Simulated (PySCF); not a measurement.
**One shape, several levels: CH6NPSi (SMILES P[SiH]1CN1)**

Aim: a comparison of 5 runs (HF/def2-SVP, B3LYP/6-31G*, PBE0/def2-SVP, B3LYP/def2-SVPD, B2PLYP/cc-pVTZ) of CH6NPSi. 

The results are computed with PySCF 2.14.0.

### Step 1. The molecule

The species is CH6NPSi (10 atoms), meant as a singlet with charge 0. As SMILES, `P[SiH]1CN1`. Geometry: relaxed at PBE0-D4/def2-TZVP. This is one conformer, not always the lowest.

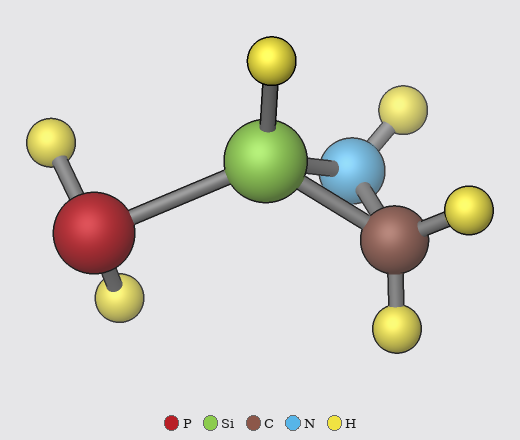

The structure, seen from a chosen angle (phosphorus red, silicon green, carbon brown, nitrogen blue, hydrogen yellow).

### Step 2. Energy and gradient at HF/def2-SVP (run 1)

The input, input.xyz:

```xyz
10
CH6NPSi
P     -2.126500     0.935800    -0.067900
Si     0.034500     0.548300     0.353000
C      0.777000    -1.104600     0.610200
N      0.967700    -0.433700    -0.713500
H     -2.191600    -0.136100    -0.996200
H     -1.838400     1.906500    -1.066200
H      0.677500     1.690600     1.049000
H      1.645800    -1.171600     1.264400
H      0.215300    -2.034000     0.558400
H      1.921900    -0.252400    -0.988100
```

The input, calc.py:

```python
import pyscf.grad
from pyscf import gto, scf

mol = gto.M(
    atom='input.xyz',
    basis='def2-svp',
    verbose=3,
    charge=0,
    max_memory=1860,
    spin=0,
)

calc0 = scf.RHF(mol)
calc0.conv_tol = 1e-10
calc0.kernel()
if not calc0.converged:
    calc0 = calc0.newton().run(calc0.mo_coeff, calc0.mo_occ)

etot = calc0.e_tot
print(f'total energy: {etot:.8f} hartree')
grad = calc0.Gradients().kernel()
calc0.analyze()
```

The run is started by

```bash
$ OMP_NUM_THREADS=1 python calc.py
```

Output:

```text
converged SCF energy = -725.165542505411
[... 15 lines left out ...]
MO #6   energy= -6.1427442928042   occ= 2
[... 7 lines left out ...]
MO #14  energy= -0.861546065404962 occ= 2
[... 7 lines left out ...]
MO #22  energy= -0.433359293693062 occ= 2
[... 7 lines left out ...]
MO #30  energy= 0.233247738446039  occ= 0
[... 7 lines left out ...]
MO #38  energy= 0.52488653365989   occ= 0
[... 7 lines left out ...]
MO #46  energy= 0.761347713855424  occ= 0
[... 7 lines left out ...]
MO #54  energy= 0.928655444342866  occ= 0
[... 7 lines left out ...]
MO #62  energy= 1.21116581960812   occ= 0
[... 7 lines left out ...]
MO #70  energy= 1.8008270724648    occ= 0
[... 7 lines left out ...]
MO #78  energy= 2.06927599481047   occ= 0
[... 7 lines left out ...]
MO #86  energy= 2.53151810758236   occ= 0
[... 7 lines left out ...]
MO #94  energy= 3.65953522129698   occ= 0
[... 11 lines left out ...]
Dipole moment(X, Y, Z, Debye):  1.00102,  0.74457,  0.32047
```

Wall time 17 s (1 thread of Intel Xeon at 2.50GHz (Skylake/Cascade Lake), shared host); peak memory 0.19 GiB.

### Step 3. Energy and forces at B3LYP/6-31G(d) (spherical functions) (run 2)

The input, input.py:

```python
import pyscf.grad
from pyscf import gto, dft

molecule = gto.Mole()
molecule.atom = '''
P       -2.126500       0.935800      -0.067900
Si       0.034500       0.548300       0.353000
C        0.777000      -1.104600       0.610200
N        0.967700      -0.433700      -0.713500
H       -2.191600      -0.136100      -0.996200
H       -1.838400       1.906500      -1.066200
H        0.677500       1.690600       1.049000
H        1.645800      -1.171600       1.264400
H        0.215300      -2.034000       0.558400
H        1.921900      -0.252400      -0.988100
'''
molecule.max_memory = 1860
molecule.charge = 0
molecule.spin = 0
molecule.verbose = 4
molecule.basis = '6-31g*'
molecule.build()

mf = dft.RKS(molecule, xc='b3lyp')
mf.grids.level = 5
mf.conv_tol = 1e-10
mf.kernel()
if not mf.converged:
    mf = mf.newton().run(mf.mo_coeff, mf.mo_occ)

e_tot = mf.e_tot
print('E = %.10f Eh' % e_tot)
grad = mf.Gradients().kernel()
mf.analyze()
```

The run is started by

```bash
$ OMP_NUM_THREADS=1 python input.py
```

Output:

```text
PySCF version 2.14.0

[... 94 lines left out ...]
Nuclear Repulsion Energy =             209.998883916484004
[... 9 lines left out ...]
MO #4   energy= -10.1939118183716  occ= 2
[... 7 lines left out ...]
MO #12  energy= -3.64672710962766  occ= 2
[... 7 lines left out ...]
MO #20  energy= -0.345522088183244 occ= 2
[... 7 lines left out ...]
MO #28  energy= 0.0564888228211404 occ= 0
[... 7 lines left out ...]
MO #36  energy= 0.258484119215414  occ= 0
[... 7 lines left out ...]
MO #44  energy= 0.570124478259609  occ= 0
[... 7 lines left out ...]
MO #52  energy= 0.766219613665984  occ= 0
[... 7 lines left out ...]
MO #60  energy= 0.953772269112213  occ= 0
[... 7 lines left out ...]
MO #68  energy= 1.74618310208704   occ= 0
[... 7 lines left out ...]
MO #76  energy= 2.65751848204891   occ= 0
[... 50 lines left out ...]
pop of  2 C 3dxz          0.00178
pop of  2 C 3dx2-y2       0.00170
pop of  3 N 1s            1.99991
pop of  3 N 2s            1.39808
pop of  3 N 3s            0.00423
pop of  3 N 2px           1.35639
pop of  3 N 2py           1.40906
pop of  3 N 2pz           1.36562
pop of  3 N 3px           0.00554
pop of  3 N 3py           0.00464
pop of  3 N 3pz           0.01006
pop of  3 N 3dxy          0.00118
pop of  3 N 3dyz          0.00219
pop of  3 N 3dz^2         0.00329
pop of  3 N 3dxz          0.00245
pop of  3 N 3dx2-y2       0.00183
pop of  4 H 1s            0.97145
pop of  4 H 2s            0.00583
pop of  5 H 1s            0.98366
pop of  5 H 2s            0.00516
pop of  6 H 1s            1.09560
pop of  6 H 2s            0.00344
pop of  7 H 1s            0.89039
pop of  7 H 2s            0.00763
pop of  8 H 1s            0.88215
pop of  8 H 2s            0.00792
pop of  9 H 1s            0.77515
pop of  9 H 2s            0.01173
 ** Mulliken atomic charges  **
charge of    0P =     -0.11865
charge of    1Si =      0.64494
charge of    2C =     -0.32171
charge of    3N =     -0.56448
charge of    4H =      0.02272
charge of    5H =      0.01119
charge of    6H =     -0.09904
charge of    7H =      0.10198
charge of    8H =      0.10993
charge of    9H =      0.21312
Dipole moment(X, Y, Z, Debye):  1.26383,  0.42018,  0.04124
```

Run time: 59 s. Hardware: 1 thread of Intel Xeon at 2.50GHz (Skylake/Cascade Lake), shared host; peak memory 0.75 GiB.

### Step 4. Energy and forces at PBE0/def2-SVP (run 3)

The input, job.py:

```python
from pyscf import gto, dft

mol = gto.M(
    atom='''
P   -2.126500   0.935800  -0.067900
Si   0.034500   0.548300   0.353000
C    0.777000  -1.104600   0.610200
N    0.967700  -0.433700  -0.713500
H   -2.191600  -0.136100  -0.996200
H   -1.838400   1.906500  -1.066200
H    0.677500   1.690600   1.049000
H    1.645800  -1.171600   1.264400
H    0.215300  -2.034000   0.558400
H    1.921900  -0.252400  -0.988100
''',
    max_memory=1860,
    basis='def2-svp',
    charge=0,
    verbose=4,
)

ks = dft.RKS(mol, xc='pbe0')
ks.conv_tol = 1e-10
ks.grids.level = 5
ks.kernel()
if not ks.converged:
    ks = ks.newton().run(ks.mo_coeff, ks.mo_occ)

e_tot = ks.e_tot
print(f'total energy: {e_tot:.8f} hartree')
grad = ks.nuc_grad_method().kernel()
dip = ks.dip_moment()
pop, q = ks.mulliken_pop()
```

The run is started by

```bash
$ OMP_NUM_THREADS=1 python job.py
```

Output:

```text
PySCF version 2.14.0

[... 77 lines left out ...]
converged SCF energy = -726.642294857061
total energy: -726.64229486 hartree
[... 12 lines left out ...]
Dipole moment(X, Y, Z, Debye):  1.13728,  0.46388, -0.01743
[... 66 lines left out ...]
pop of  4 H 2s            0.23042
pop of  4 H 2px           0.00399
pop of  4 H 2py           0.00759
pop of  4 H 2pz           0.00701
pop of  5 H 1s            0.71398
pop of  5 H 2s            0.24349
pop of  5 H 2px           0.00443
pop of  5 H 2py           0.00674
pop of  5 H 2pz           0.00758
pop of  6 H 1s            0.72770
pop of  6 H 2s            0.31738
pop of  6 H 2px           0.00238
pop of  6 H 2py           0.00521
pop of  6 H 2pz           0.00311
pop of  7 H 1s            0.73744
pop of  7 H 2s            0.16880
pop of  7 H 2px           0.01089
pop of  7 H 2py           0.00521
pop of  7 H 2pz           0.00850
pop of  8 H 1s            0.73752
pop of  8 H 2s            0.16098
pop of  8 H 2px           0.00827
pop of  8 H 2py           0.01213
pop of  8 H 2pz           0.00339
pop of  9 H 1s            0.71241
pop of  9 H 2s            0.10085
pop of  9 H 2px           0.02240
pop of  9 H 2py           0.01166
pop of  9 H 2pz           0.01245
 ** Mulliken atomic charges  **
charge of    0P =     -0.12500
charge of    1Si =      0.33560
charge of    2C =     -0.11385
charge of    3N =     -0.39088
charge of    4H =      0.03902
charge of    5H =      0.02378
charge of    6H =     -0.05578
charge of    7H =      0.06916
charge of    8H =      0.07771
charge of    9H =      0.14023
```

Wall time 56 s (1 thread of Intel Xeon at 2.50GHz (Skylake/Cascade Lake), shared host); peak memory 0.93 GiB.

Run 4 isn't shown in full; the table further down has it.

### Step 5. The energy at B2PLYP/cc-pVTZ (run 5)

The input, run.py:

```python
# P[SiH]1CN1
from pyscf import gto, dft, mp

mol = gto.M(
    atom='''
P     -2.126500     0.935800    -0.067900
Si     0.034500     0.548300     0.353000
C      0.777000    -1.104600     0.610200
N      0.967700    -0.433700    -0.713500
H     -2.191600    -0.136100    -0.996200
H     -1.838400     1.906500    -1.066200
H      0.677500     1.690600     1.049000
H      1.645800    -1.171600     1.264400
H      0.215300    -2.034000     0.558400
H      1.921900    -0.252400    -0.988100
''',
    max_memory=1860,
    spin=0,
    basis='cc-pvtz',
    verbose=3,
)

calc0 = dft.RKS(mol, xc='0.53*HF + 0.47*B88, 0.73*LYP')
calc0.grids.level = 5
calc0.conv_tol = 1e-10
calc0.kernel()
if not calc0.converged:
    calc0 = calc0.newton().run(calc0.mo_coeff, calc0.mo_occ)

pt = mp.MP2(calc0, frozen=12).run()
etot = calc0.e_tot + 0.27 * pt.e_corr
print('PT2 part  %.8f' % (0.27 * pt.e_corr))
print('E = %.10f Eh' % etot)
dip = calc0.dip_moment()
pop, q = calc0.mulliken_pop()
```

The run is started by

```bash
$ OMP_NUM_THREADS=1 python run.py
```

Output:

```text
converged SCF energy = -726.793797509778
[... 4 lines left out ...]
Dipole moment(X, Y, Z, Debye):  0.82356,  0.60548,  0.21589
[... 184 lines left out ...]
pop of  7 H 3dx2-y2       0.00036
pop of  8 H 1s            0.27479
pop of  8 H 2s            0.47092
pop of  8 H 3s            0.10431
pop of  8 H 2px           0.00288
pop of  8 H 2py           0.00544
pop of  8 H 2pz           0.00095
pop of  8 H 3px           0.00756
pop of  8 H 3py           0.00825
pop of  8 H 3pz           0.00687
pop of  8 H 3dxy          0.00061
pop of  8 H 3dyz          0.00064
pop of  8 H 3dz^2         0.00019
pop of  8 H 3dxz          0.00023
pop of  8 H 3dx2-y2       0.00089
pop of  9 H 1s            0.26682
pop of  9 H 2s            0.44548
pop of  9 H 3s            0.07313
pop of  9 H 2px           0.00975
pop of  9 H 2py           0.00288
pop of  9 H 2pz           0.00347
pop of  9 H 3px           0.01619
pop of  9 H 3py           0.01985
pop of  9 H 3pz           0.02113
pop of  9 H 3dxy          0.00175
pop of  9 H 3dyz          0.00025
pop of  9 H 3dz^2         0.00084
pop of  9 H 3dxz          0.00178
pop of  9 H 3dx2-y2       0.00135
 ** Mulliken atomic charges  **
charge of    0P =     -0.13448
charge of    1Si =      0.33190
charge of    2C =     -0.24575
charge of    3N =     -0.33206
charge of    4H =      0.04349
charge of    5H =      0.02532
charge of    6H =     -0.04598
charge of    7H =      0.10676
charge of    8H =      0.11547
charge of    9H =      0.13533
```

Run time: 7.6 min. Hardware: 1 thread of Intel Xeon at 2.50GHz (Skylake/Cascade Lake), shared host; peak memory 1.8 GiB.

### Step 6. Overview of the runs

```
run                               level  integration grid      task  energy (Eh)  dipole moment (D)  HOMO energy (eV)  LUMO energy (eV)  wall time
  1                         HF/def2-SVP                 –  gradient  -725.165543               1.29             -9.67              3.67       17 s
  2  B3LYP/6-31G* (spherical functions)                 5  gradient  -727.266265               1.33             -6.25              0.16       59 s
  3                       PBE0/def2-SVP                 5  gradient  -726.642295               1.23             -6.64              0.31       56 s
  4                     B3LYP/def2-SVPD                 5  gradient  -727.058672               0.98             -6.55             -0.22      2 min
  5                      B2PLYP/cc-pVTZ                 5    energy  -727.011527               1.04             -7.77              1.25    7.6 min
```

### Step 7. Results

| quantity | value |
| --- | --- |
| run 5: total energy | -727.01153 Eh |
| run 5: dipole moment (SCF part) | 1.04 D |
| run 5: HOMO energy (SCF part's orbitals) | -7.77 eV |
| run 5: LUMO energy (SCF part's orbitals) | 1.25 eV |
| run 5: HOMO–LUMO gap (SCF part's orbitals) | 9.02 eV |

**Reading.** The dipole moment (its size) runs from 0.98 D (B3LYP/def2-SVPD) to 1.33 D (B3LYP/6-31G*). The HOMO–LUMO gap runs from 6.33 eV (B3LYP/def2-SVPD) to 13.33 eV (HF/def2-SVP). The two ends differ in method and basis. Totals of different functionals can't be ranked against each other. All runs together took 12 min, the longest 7.6 min.
